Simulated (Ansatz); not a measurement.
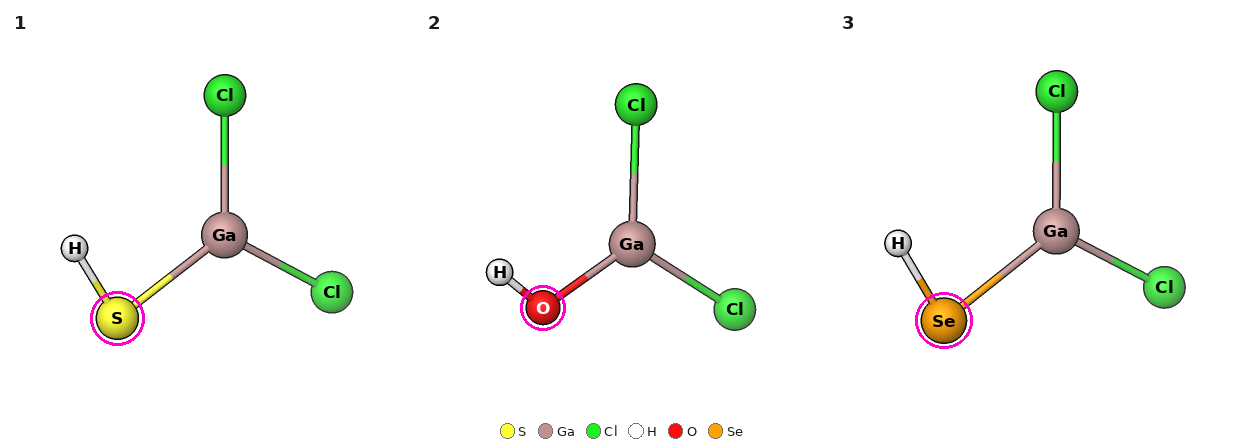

3 molecules with one skeleton, seen from the same side and at one scale; the atom that differs is circled. Each species is neutral and a spin singlet. Computed geometries: PBE0-D4/def2-TZVP optimisations, one conformation each. Properties computed with Ansatz 0.2.0.

One atom differs, called X below: S in panel 1, O in panel 2, Se in panel 3. Their formulas are Cl2GaHS (`[SH][Ga]([Cl])[Cl]`), Cl2GaHO (`[OH][Ga]([Cl])[Cl]`), Cl2GaHSe (`[Cl][Ga]([Cl])[SeH]`).

Rank them by the angle Ga–X–H, lowest first (PBE0-D4/def2-TZVP).

Answer. 3 (Se), 1 (S), 2 (O).

Rank them by the length of X–Ga, lowest first (PBE0-D4/def2-TZVP).

Answer. 2 (O), 1 (S), 3 (Se).

Give the values. With PBE0-D4/def2-TZVP: length of X–Ga (Å), length of X–H (Å), angle Ga–X–H (°). With revPBE-D4/def2-TZVPP: HOMO energy (Kohn–Sham orbital) (eV), HOMO–LUMO gap (eV). With r2SCAN-D4/def2-TZVPP: dipole moment (D).

```json
{"quantity": "length of X–Ga (Å)", "1 (S)": "2.175", "2 (O)": "1.765", "3 (Se)": "2.299"}
{"quantity": "length of X–H (Å)", "1 (S)": "1.345", "2 (O)": "0.961", "3 (Se)": "1.470"}
{"quantity": "angle Ga–X–H (°)", "1 (S)": "92.3", "2 (O)": "112.9", "3 (Se)": "90.8"}
{"quantity": "HOMO energy (Kohn–Sham orbital) (eV)", "1 (S)": "−7.06", "2 (O)": "−7.83", "3 (Se)": "−6.72"}
{"quantity": "HOMO–LUMO gap (eV)", "1 (S)": "4.68", "2 (O)": "5.45", "3 (Se)": "4.27"}
{"quantity": "dipole moment (D)", "1 (S)": "1.44", "2 (O)": "1.44", "3 (Se)": "1.62"}
```
